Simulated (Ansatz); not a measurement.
Band structure of LaCoSi (P4/nmm, 6 atoms in the cell).

```
LaCoSi
1.0
    4.06113     0.00000     0.00000
    0.00000     4.06113     0.00000
    0.00000     0.00000     7.30428
La Co Si
2 2 2
Direct
  0.00000   0.50000   0.30482
  0.50000   0.00000   0.69518
  0.00000   0.00000   0.00000
  0.50000   0.50000   0.00000
  0.00000   0.50000   0.84600
  0.50000   0.00000   0.15400
```
Moments meant for the start (each program seeds them in its own way; μB, in the order of the atoms La La Co Co Si Si): 0.0 0.0 3.0 3.0 0.0 0.0.

Computed with LDA (PW92), PAW files made with PBE (plane waves; Ansatz, an electronic-structure program).

Settings: kpoints.mp_grid.grid = 5 5 3; hamiltonian.xc = lda; hamiltonian.pseudopotentials = {kind: paw} (the program's default PAW files); magnetization.spin_polarized = true; scf.occupations.method = gaussian; scf.occupations.width = 0.1 eV; kpoints.band_path.npoints = 8.

The starting cell comes from a database of computed structures (which also holds hypothetical and non-ambient phases and stackings), without a prior relaxation at this level. The moments shrank to a small part of their start, a low-spin state that need not be the lowest. The program warned that a starting moment was not kept.

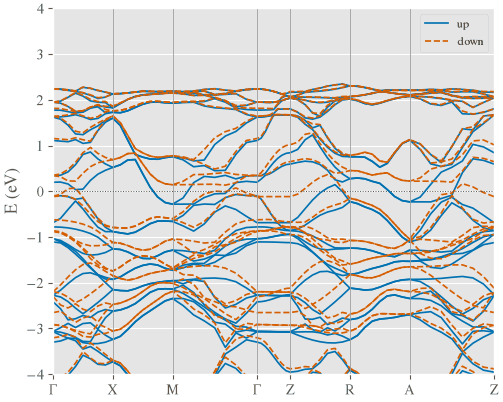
Fig. 1. Bands along the path, energies from the Fermi level.

Levels in eV from the Fermi level, bands 29 to 36 of the first spin channel:
```tsv
point	29	30	31	32	33	34	35	36
Γ	-1.04	-0.78	-0.69	-0.10	0.20	0.34	1.11	1.62
X	-1.26	-1.26	-0.88	-0.88	0.52	0.52	1.60	1.60
M	-1.29	-1.29	-0.66	-0.66	-0.28	-0.28	0.76	0.76
Z	-0.94	-0.86	-0.86	-0.69	0.60	0.84	1.67	1.67
R	-1.24	-1.24	-0.22	-0.22	0.28	0.28	0.76	0.76
A	-1.29	-1.29	-1.11	-1.11	-0.23	-0.23	1.12	1.12
```

Bands cross the Fermi level along this path, so the cell is metallic at this level.

The net moment of the cell came out as 0.60 μB.

Keys are those of Ansatz 0.2.
